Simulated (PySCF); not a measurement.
**Zr₂Se: relaxation and vibrations of the singlet**

Where does singlet Zr₂Se go from a bent start, is the end point a minimum, and what are its modes, charges and moments?

Method: PBE0, basis Se def2-TZVP, Zr def2-TZVP with ECP28, scalar-relativistic core potentials, no spin–orbit coupling, density fitting; program: PySCF 2.14.0.

## Step 1: The system as given

3 atoms, charge 0, spin multiplicity 1.

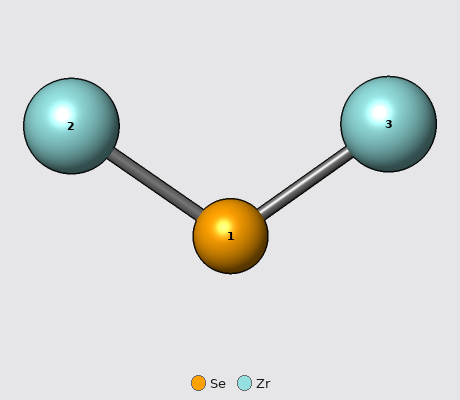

The starting geometry (selenium orange, zirconium light teal); atoms are numbered from 1 in the order of the file.

Z-matrix (Å, degrees; charge 0 multiplicity 1):
```
Se
Zr 1 2.7000
Zr 1 2.7000 2 110.00
```

## Step 2: Bent start, singlet: relaxation

The steps below are one call of a driver around PySCF. For each, scf.py gives the equivalent set-up of the SCF; relaxations use the driver's own optimiser. Before each start the driver seeks the lowest SCF state from one or more starting densities and follows internal instabilities, so scf.py alone need not reach the same state.

The program finds C2v symmetry in the start, which this walk keeps. The walk stops when the largest gradient is under 0.0003 Eh/bohr and the energy has settled too.

Contents of scf.py:

```python
from pyscf import gto, scf, dft
mol = gto.M(atom='''
Se     0.000000     0.000000    -1.072172
Zr     2.211700    -0.000000     0.476528
Zr    -2.211700     0.000000     0.476528''',
    basis={'Se': 'def2-TZVP', 'Zr': 'def2-TZVP'},
    ecp={'Zr': 'def2-TZVP'},
    charge=0, spin=0)
mf = dft.RKS(mol, xc='PBE0')
mf.grids.atom_grid = (50, 194)
aux = {'Se': 'def2-universal-JKFIT', 'Zr': 'def2-universal-JKFIT'}
mf = mf.density_fit(auxbasis=aux)
mf.kernel()
```

Steps of the walk:

```csv
step,energy (Eh),change (kJ/mol),largest symmetric gradient (Eh/bohr)
0,-2495.132943,0.00,0.04255
1,-2495.149268,-42.86,0.03553
2,-2495.172127,-102.88,0.04211
3,-2495.191654,-154.15,0.04732
4,-2495.207754,-196.42,0.03463
5,-2495.210393,-203.35,0.01475
6,-2495.211247,-205.59,0.00672
7,-2495.211414,-206.03,0.00630
8,-2495.211538,-206.35,0.00025
9,-2495.211538,-206.35,0.00001
```

The walk ran for 22 s (4 threads, shared host).

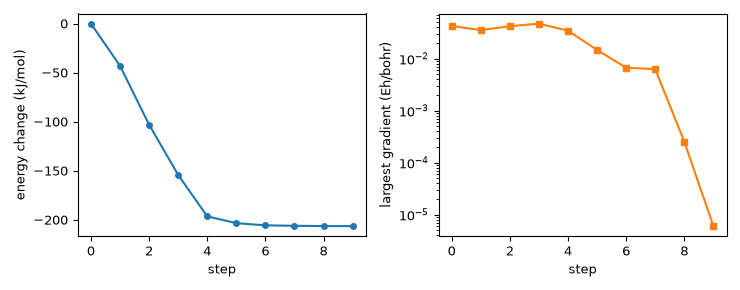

Energy and largest gradient along the walk.

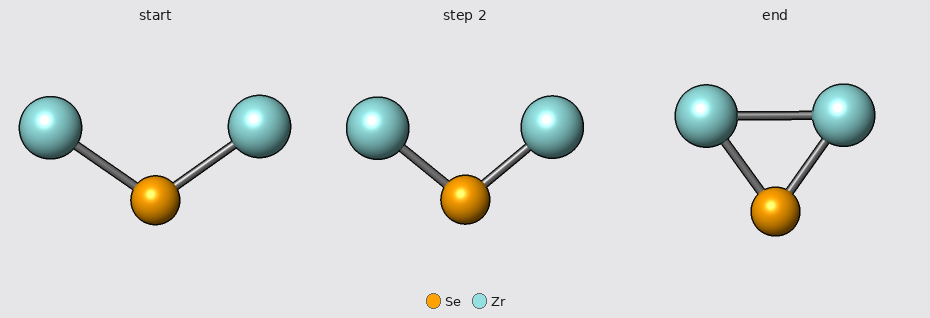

The geometry along the walk, at one scale.

It settles in C2v symmetry, 206.4 kJ/mol below the start, after 9 steps: Se–Zr 2.497 Å (×2), Zr–Zr 2.906 Å; Se–Zr–Zr 54.4° (×2), Zr–Se–Zr 71.1°.

## Step 3: Is it a minimum? Harmonic modes

The point is checked on the finer grid, and tightened if its gradient asks for it. The Hessian and the dipole derivatives come from central differences of analytic gradients, with steps of 0.01 bohr.

scf.py: that of step 2 with these lines changed.

```diff
@@ -3,3 +3,3 @@
-Se     0.000000     0.000000    -1.072172
-Zr     2.211700    -0.000000     0.476528
-Zr    -2.211700     0.000000     0.476528''',
+Se     0.000000    -0.000000    -1.406407
+Zr     1.452787    -0.000000     0.625091
+Zr    -1.452787     0.000000     0.625091''',
@@ -10 +10 @@
-mf.grids.atom_grid = (50, 194)
+mf.grids.atom_grid = (75, 302)
```

The driver hands on the density of the step before, so the log starts near convergence.

Log of the central SCF (cycles and frontier levels):

```text
init E= -2495.2117192525
  HOMO = -0.147253305357379  LUMO = -0.114833554762089  gap/eV = 0.88219
cycle= 1 E= -2495.21171925251  delta_E= -5.46e-12  |g|= 8.39e-06  |ddm|= 2.38e-05
  HOMO = -0.147253363573805  LUMO = -0.11483412665197  gap/eV = 0.88217
Extra cycle  E= -2495.2117192525  delta_E= 9.09e-12  |g|= 1.37e-05  |ddm|= 3.02e-05
converged SCF energy = -2495.2117192525
```

The whole step took 25 s.

Geometry: C2v; Se–Zr 2.498 Å (×2), Zr–Zr 2.906 Å; Se–Zr–Zr 54.4° (×2), Zr–Se–Zr 71.1°.

Harmonic modes (main isotopes):

| symmetry | ω (cm⁻¹) | IR (km/mol) |
| --- | --- | --- |
| a1 | 176 | 0.1 |
| b2 | 221 | 0.1 |
| a1 | 314 | 4.0 |

No imaginary mode, so this is a minimum.

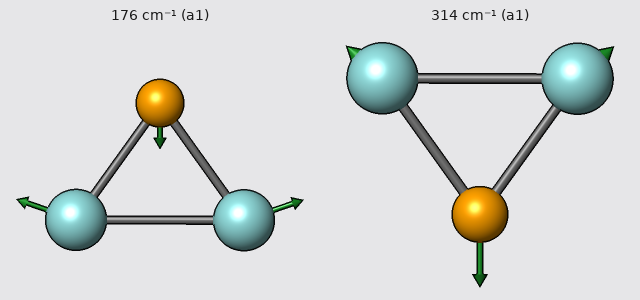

How the atoms move in 2 of the modes.

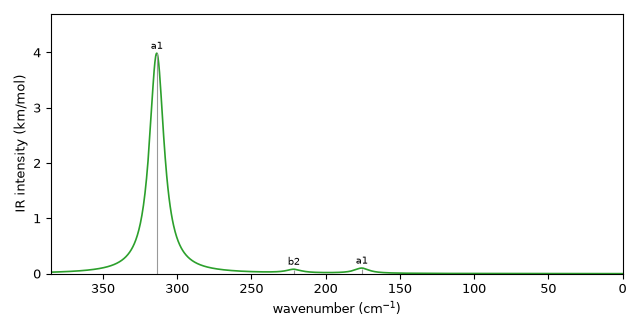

The harmonic infrared spectrum (widths in cm⁻¹). Lines are broadened to a width of 12 cm⁻¹ (Lorentzian).

Properties at this point:

```
Dipole moment                                                   : 1.94 D
Highest occupied level                                          : -4.01 eV
Lowest empty level                                              : -3.12 eV
Rotational constants                                            : 0.07383, 0.04442, 0.02773 cm⁻¹
Zero-point energy                                               : 4.3 kJ/mol
Principal polarisabilities                                      : 210.7, 220.3, 585.4 bohr³
Atomisation energy without zero-point energy                    : 637 kJ/mol
Principal traceless quadrupole moments about the centre of mass : -9.03, -1.36, 10.39 D Å
Entropy at 298.15 K and 1 bar                                   : 318.6 J/(mol K)
Heat capacity Cp at 298.15 K                                    : 55.6 J/(mol K)
Enthalpy at 298.15 K above 0 K                                  : 13.94 kJ/mol
Rotational symmetry number                                      : 2
```

Populations by atom (charges in e):

```csv
atom,Mulliken,Löwdin,polar tensor,Mayer order to Se1
Se1,-0.48,0.21,-0.18,–
"Zr2,3",0.24,-0.11,0.09,1.22
```

Outer orbital energies (eV). occupied: -34.66, -18.13, -8.44, -8.31, -7.70, -6.02, -4.98, -4.01; empty: -3.12, -3.07, -2.26, -2.03.

Mulliken populations on Se1: s 7.93, p 16.46, d 10.08, f 0.01.

## Step 4: Would spin polarisation lower it?

At the lowest minimum the closed shell is tested against spin polarisation, on the (50, 194) grid. It is unstable: an open-shell solution lies lower. That solution was not followed to a minimum here.

## Step 5: Summary of results

| quantity | value |
| --- | --- |
| minimum | singlet, C2v (closed shell, unstable towards spin polarisation) |
| geometry | Se–Zr 2.498 Å (×2), Zr–Zr 2.906 Å; Se–Zr–Zr 54.4° (×2), Zr–Se–Zr 71.1° |
| wavenumbers (cm⁻¹) | 176 (a1), 221 (b2), 314 (a1) |
| dipole moment | 1.94 D |
| highest occupied, lowest empty level | -4.01, -3.12 eV |
| polar-tensor charge of Se1 | -0.18 e |
| zero-point energy | 4.3 kJ/mol |

In words: The bent start keeps its C2v symmetry and ends in a minimum. In the infrared the band at 314 cm⁻¹ (a1) leads. Other starts or spin states, not run here, may lie lower. The small gap makes a closed-shell description doubtful. A stability analysis at the minimum finds the closed shell unstable towards spin polarisation: an open-shell solution lies lower, and these values are not those of the lowest state.

The search up to here took 56 s.
